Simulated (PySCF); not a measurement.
SI (doublet)

```xyz
2

S     0.0000    0.0000   -1.8459
I     0.0000    0.0000    0.4651
```

Method: PBE0/x2c-TZVPPall, spin-free X2C-1e, Gaussian nucleus, at a bond length of 2.311 Å in PySCF.

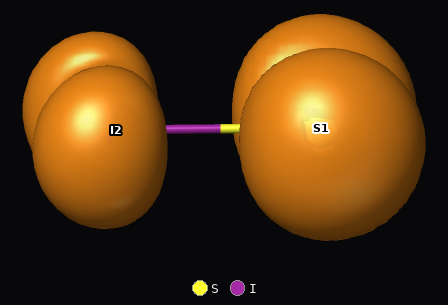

Figure 1. Isosurfaces of the spin density (α minus β) at +0.02 (orange) and −0.02 e/Å³ (purple), seen from one side.

### Which atoms carry the spin?

The unpaired spin (1 electron) lies mostly on S1 (about 0.8) and I2 (about 0.2), in electrons by Hirshfeld's partition.

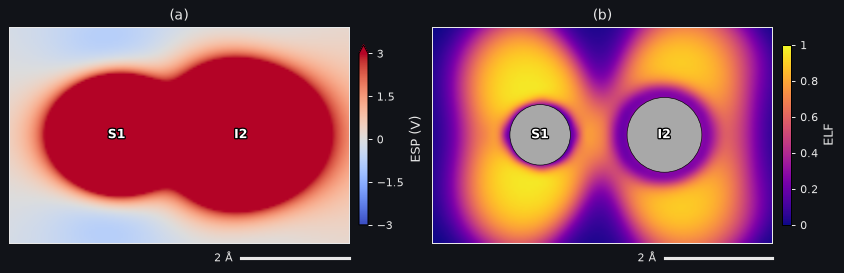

Figure 2. (a) electrostatic potential; (b) ELF on a plane that holds the molecular axis. Grey discs cover the atomic cores in the ELF map.

### What does the map show?

- The plane passes through S and I nuclei.
- S–I (2.31 Å): the ELF peaks at about 0.75 between the atoms, as expected for a covalent bond.
- The ELF also peaks beside I2 and S1, away from the bonds: non-bonding electrons, paired or unpaired.
- Outside the dense part of the molecule the potential is most negative (−0.8 V) near S1.

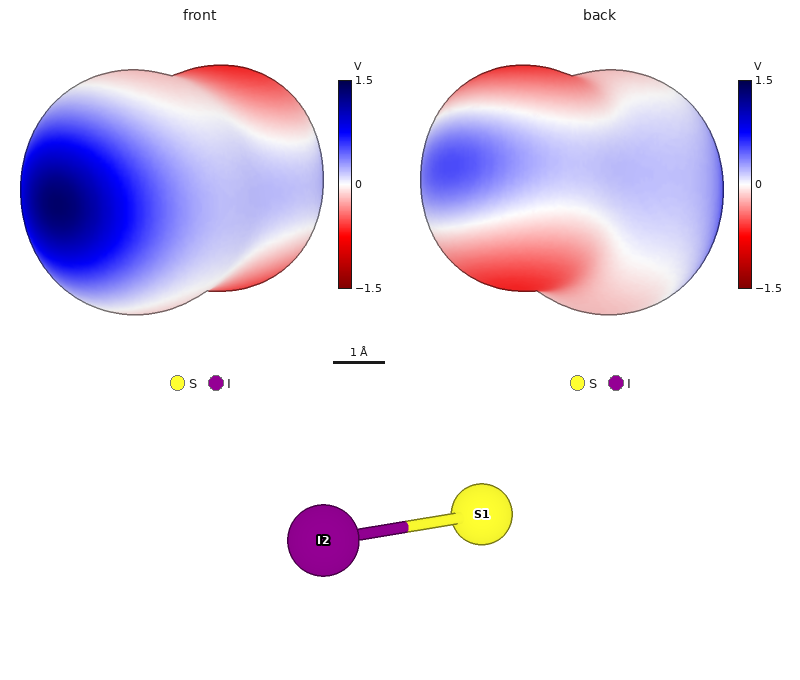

Figure 3. The electrostatic potential painted on the density surface at 0.001 e/bohr³, seen from the front and from behind; the colour scale runs from red (negative) to blue (positive). The bare structure is drawn below in the same view.

### Where is the surface potential most negative and most positive?

The most negative region (about −0.6 V, or −14 kcal/mol for a unit charge) lies over S1, the most positive (about +1.3 V, or +30 kcal/mol for a unit charge) over I2. I2 shows a σ-hole: about +1.3 V, or +30 kcal/mol for a unit charge at the tip opposite its bond, against about 0.0 V on its flanks.
